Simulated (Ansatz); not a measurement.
The calculation's input:

```
crystal:
  lattice:
    - [-1.3656660843, 1.3656660843, 9.6092587296]
    - [1.3656660843, -1.3656660843, 9.6092587296]
    - [1.3656660843, 1.3656660843, -9.6092587296]
  atoms:
    - { symbol: Ir, position: [0.8996415852, 0.8996415852, 0.0] }
    - { symbol: Ir, position: [0.1003584148, 0.1003584148, 0.0] }
    - { symbol: Ir, position: [0.5, 0.5, 0.0] }
    - { symbol: Rh, position: [0.3005440794, 0.3005440794, 0.0] }
    - { symbol: Rh, position: [0.6994559206, 0.6994559206, 0.0] }
basis:
  ecutwfc: 420
kpoints:
  mp_grid: { grid: [20, 20, 20] }
hamiltonian:
  xc: pbe
scf:
  occupations: { method: gaussian, width: 0.1 }
output:
  forces: true
  stress: true
  eigenvalues: true
  write_density: true
  write_potential: true
  elf: true
  volumetric_format: npy
relax:
  adjacent_minimum: "off"
  f_tol: 0.01
  max_steps: 80
  cell: { stress_tol: 0.05 }
```

Launched as:

```sh
ansatz run input.yaml --threads 4 --pin off --max-ram 8192MiB --backend cpu --events-out ev --progress --plain --runs-dir out
```

Below, planes, directions and counts refer to the conventional cell (a = 2.73 Å, b = 2.73 Å, c = 19.27 Å, α = 90.00°, β = 90.00°, γ = 90.00°).

The fields are those of the run's last geometry, not of the input's.

Space group I4/mmm; a structure generated by program, which may or may not match a known phase; computed without spin polarisation.

Level of theory: DFT PBE, scalar-relativistic, plane waves, PAW in Ansatz.

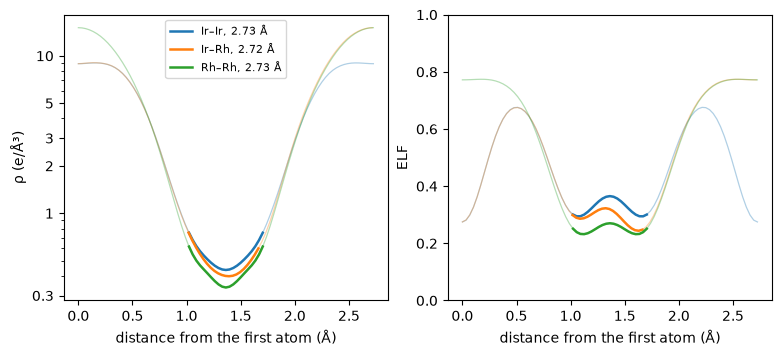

Ir3Rh2. Valence electron density and ELF along straight lines between neighbouring atoms. Thin, pale parts lie inside the atomic spheres.

In a PAW calculation such maps are meaningful between the atoms, not at the nuclei.

### Compare the contacts.

Ir–Ir (2.73 Å): the density is about 0.44 e/Å³ at the midpoint; the ELF is about 0.35 at the midpoint.
Ir–Rh (2.72 Å): ρ is about 0.4 e/Å³ halfway; the ELF is about 0.30 at the midpoint.
Rh–Rh (2.73 Å): ρ is about 0.34 e/Å³ halfway; the ELF is about 0.25 at the midpoint (no localised pair shows between them).
